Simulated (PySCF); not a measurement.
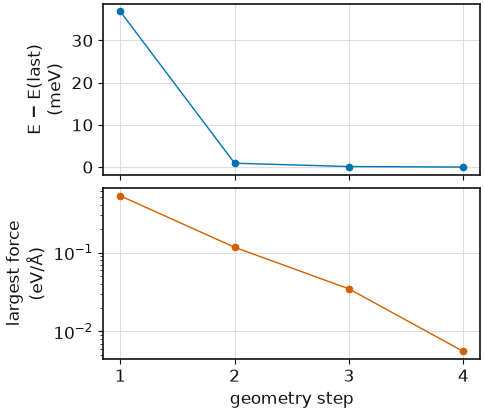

History of a geometry optimisation.

- system: (CH3)3CCHF2 (SMILES CC(C)(C)C(F)F)
- method: PySCF 2.14.0, density fitting, PBE0-D3(BJ)/def2-SVP, geometry optimisation

### How did it end, and what did it gain?

The optimisation met its thresholds at geometry 4, counting the start as the first. The energy fell by about 37 meV from the first step to the last. The largest force goes from about 0.52 eV/Å at the start to 6 × 10⁻³ eV/Å at the end.
